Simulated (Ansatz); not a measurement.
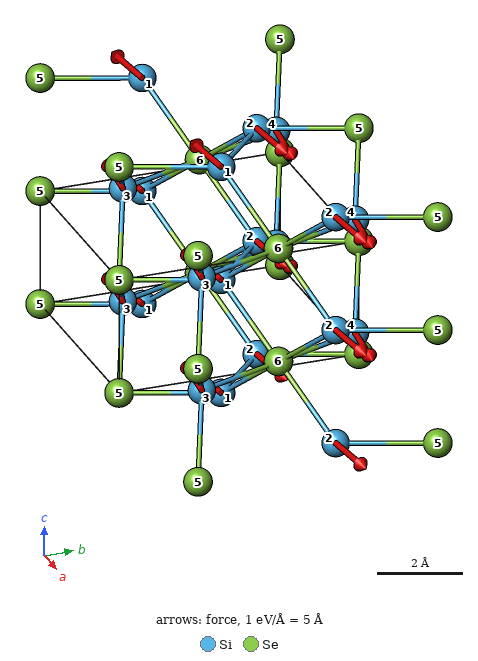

Starting geometry of solid Si$_{2}$Se (a generated structure, set up in Pnnm) (coarse preliminary run) with the computed forces as red arrows. The picture is a ball-and-stick view of the cell of the calculation, repeated 2 × 1 × 2 with one cell outlined, seen from a free direction.

Theory: DFT PBE, scalar-relativistic, plane waves, PAW (Ansatz).

Input file:
```yaml
crystal:
  lattice:
    - [5.27815369, 0.0, 0.0]
    - [0.0, 6.07716442, 0.0]
    - [0.0, 0.0, 2.96137331]
  atoms:
    - { symbol: Si, position: [0.1617, 0.37270001, 0.0] }
    - { symbol: Si, position: [0.8383, 0.62729999, 0.0] }
    - { symbol: Si, position: [0.6617, 0.12729999, 0.5] }
    - { symbol: Si, position: [0.3383, 0.87270001, 0.5] }
    - { symbol: Se, position: [0.0, 0.0, 0.0] }
    - { symbol: Se, position: [0.5, 0.5, 0.5] }
basis:
  ecutwfc: 420
kpoints:
  mp_grid: { grid: [4, 4, 6] }
hamiltonian:
  xc: pbe
scf:
  occupations: { method: gaussian, width: 0.1 }
  lower_state_search: "off"
output:
  forces: true
  stress: true
  eigenvalues: true
relax:
  adjacent_minimum: "off"
  f_tol: 0.04
  max_steps: 70
  cell: { stress_tol: 0.4 }
```

Command:
```bash
ansatz run input.yaml --threads 1 --pin off --max-ram 2560MiB --backend cpu --events-out ev --progress --plain --runs-dir out
```

### Is this structure relaxed? If not, where do the atoms go?

It isn't relaxed: the largest force vector, on Si atoms, is 0.33 eV/Å. The final displacements follow the starting forces only in part (cosine between the two patterns 0.79). The largest moves relative to the cell, 0.14 Å, are those of Si1, Si2, Si3 and Si4. Si3 goes along [−3 2 0]. Se stays in place. Cell: a 5.278 → 4.968 Å (−5.9 %), b 6.077 → 7.198 Å (+18.4 %), c 2.961 → 3.268 Å (+10.3 %). Volume +23.0 %. Near-neighbour distances that change, for instance: Se5–Se5 2.961 → 3.268 Å, Si1–Si1 2.961 → 3.268 Å, Si1–Se5 2.420 → 2.683 Å, Si1–Se6 2.445 → 2.618 Å. Among the angles between lasting bonds that change: Si1–Si2–Se5 111.5° → 129.8°, Si1–Si2–Se6 109.2° → 94.2°, Si1–Se6–Si4 92.2° → 101.2°. The space group stays Pnnm (No. 58). Over 9 accepted moves (11 points after the start) the energy falls by 1.822 eV per cell of the calculation. Largest force component: 0.33 eV/Å at the start, 0.018 eV/Å at the end. The pressure goes from 21.99 to 0.09 GPa. The SCF was repeated twice at an unchanged geometry on a basis and grid sized afresh for the cell, which shifted the energy by 20.8 meV per cell of the calculation at most. The run took 40 s on 1 thread of Intel(R) Xeon(R) 6975P-C (Granite Rapids), on a shared host, peak memory 0.49 GiB.
